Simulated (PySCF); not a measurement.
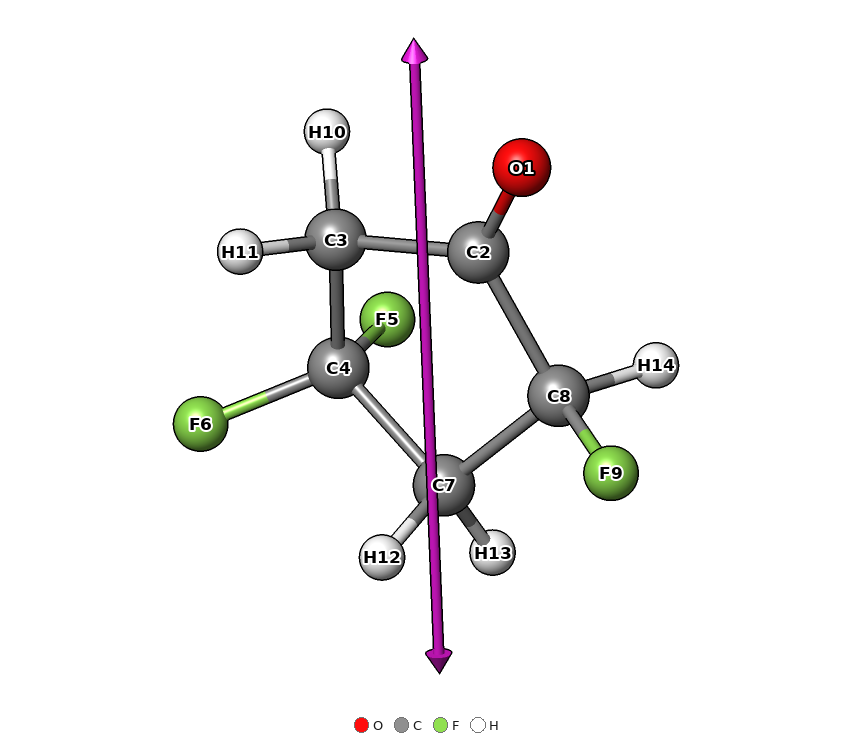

The double arrow shows the direction of the transition dipole to excited singlet state 7 (its length means nothing). Computed geometry: GFN2-xTB optimisation. No frequency run is at hand to confirm it as a minimum. Level of theory: TDDFT B3LYP/def2-SVPD, vertical, gas phase, core orbitals frozen in the response (PySCF 2.14.0).

Question: Give its energy, strength and character.

Answer: 7.96 eV (156 nm), oscillator strength 0.023, mainly HOMO → LUMO+3 (weight 0.79); transition dipole 0.87 D.
